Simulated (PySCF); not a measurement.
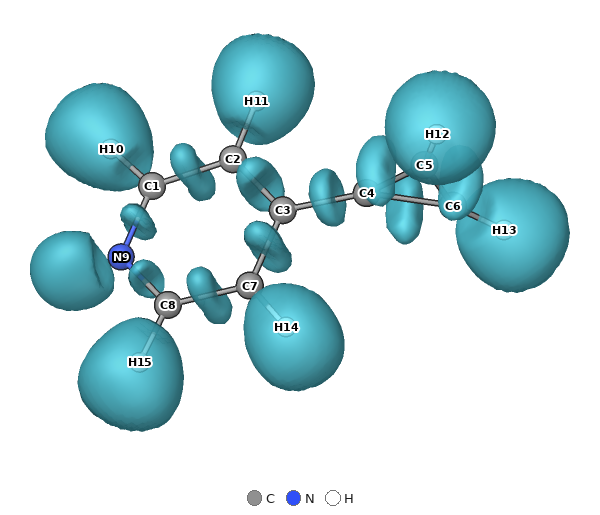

C8H6N (SMILES c1cc(-[c+]2cc2)ccn1) (charge +1). Isosurface of the ELF at 0.85 (cyan), seen at a tilt. Only the valence region is drawn (cores and ρ < 0.01 e/Å³ removed).

Geometry: GFN2-xTB.

Computed with PBE0/pcSseg-1, SCF density, in a acetone solvent model, non-relativistic in PySCF.

The calculation's input:

```
{"job": {"kind": "nmr", "xc": "PBE0", "basis": "pcSseg-1", "solvent": "acetone", "pop": false}, "charge": 1, "multiplicity": 1}
C     -1.674195     1.060699     1.312631
C     -0.339141     1.079167     0.931527
C      0.100054     0.097200     0.045236
C      1.426371    -0.039740    -0.452972
C      2.678979    -0.664559    -0.423125
C      2.368218     0.143685    -1.472580
C     -0.811422    -0.860465    -0.422389
C     -2.119510    -0.764862     0.038577
N     -2.531812     0.159534     0.872569
H     -2.068212     1.798226     1.997294
H      0.336107     1.828476     1.308644
H      3.372190    -1.312006     0.069427
H      2.639861     0.592676    -2.403685
H     -0.516906    -1.637985    -1.108389
H     -2.860583    -1.480044    -0.292764
```

Launched as:

```sh
OMP_NUM_THREADS=1 python ens_run.py task.json out
```

> What do the ELF domains correspond to?

The surface consists of eight regions between bonded C–C atoms (shared pairs), two regions between bonded C–N atoms (shared pairs), six regions around hydrogen nuclei and one lobe on N, pointing away from the bonds (lone pairs).

Values along the shortest contacts:
C–N (1.31 Å): the ELF peaks at about 0.90 between the atoms, as expected for a covalent bond. C–C (1.36 Å): the ELF peaks at about 0.85 between the atoms, as expected for a covalent bond.
